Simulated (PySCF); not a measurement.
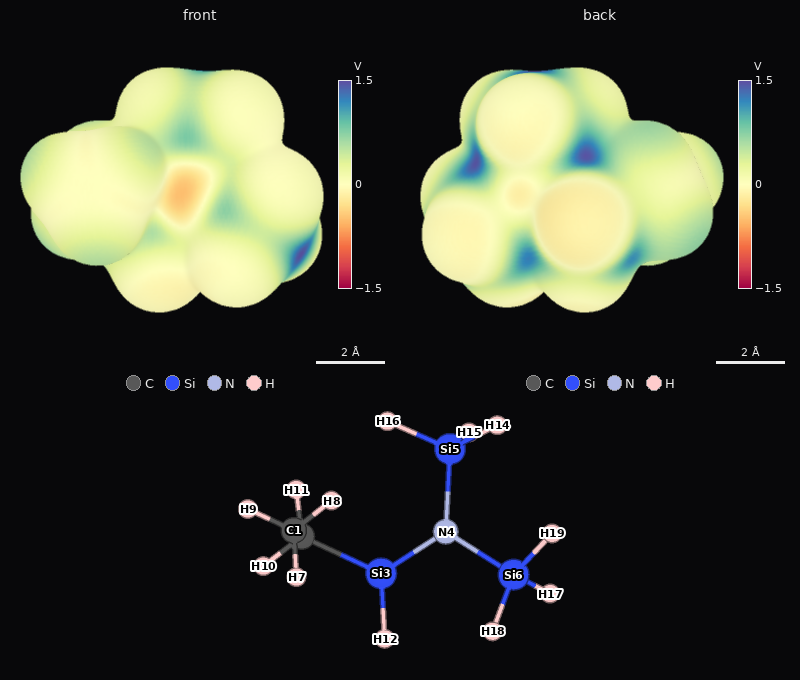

C$_{2}$H$_{13}$NSi$_{3}$. The molecular electrostatic potential painted on the density surface at 0.002 e/bohr³, seen from the front and from behind; the colour scale runs from red (negative) to blue (positive). The bare structure is drawn below in the same view.

Geometry: GFN2-xTB.

Computed with PySCF, PBE0/pcSseg-1, SCF density, gas phase, non-relativistic.

```yaml
atoms:
  - { symbol: C, position_ang: [2.4165, 0.1790, 0.3192] }
  - { symbol: C, position_ang: [1.6938, -1.1092, -0.0570] }
  - { symbol: Si, position_ang: [0.0701, -0.8066, -0.9945] }
  - { symbol: N, position_ang: [-1.0042, 0.2457, -0.1041] }
  - { symbol: Si, position_ang: [-1.3616, -0.1060, 1.5681] }
  - { symbol: Si, position_ang: [-2.0187, 1.3495, -0.9974] }
  - { symbol: H, position_ang: [2.6622, 0.7516, -0.5725] }
  - { symbol: H, position_ang: [1.7846, 0.7962, 0.9543] }
  - { symbol: H, position_ang: [3.3416, -0.0322, 0.8552] }
  - { symbol: H, position_ang: [2.3475, -1.7155, -0.6857] }
  - { symbol: H, position_ang: [1.5085, -1.6947, 0.8440] }
  - { symbol: H, position_ang: [0.3624, -0.1362, -2.2652] }
  - { symbol: H, position_ang: [-0.5947, -2.0944, -1.2495] }
  - { symbol: H, position_ang: [-1.9561, 1.0946, 2.1518] }
  - { symbol: H, position_ang: [-2.2943, -1.2345, 1.6657] }
  - { symbol: H, position_ang: [-0.1174, -0.4327, 2.2616] }
  - { symbol: H, position_ang: [-3.1307, 0.6235, -1.6205] }
  - { symbol: H, position_ang: [-1.1949, 1.9847, -2.0241] }
  - { symbol: H, position_ang: [-2.5243, 2.3465, -0.0569] }
```

Q: Where is the surface potential most negative and most positive?

A: The most negative region (about −0.4 V) lies over N4, the most positive (about +1.4 V) over Si3, Si5 and Si6.

Q: What dipole moment does the calculation give?

A: Its dipole moment is 0.59 D.
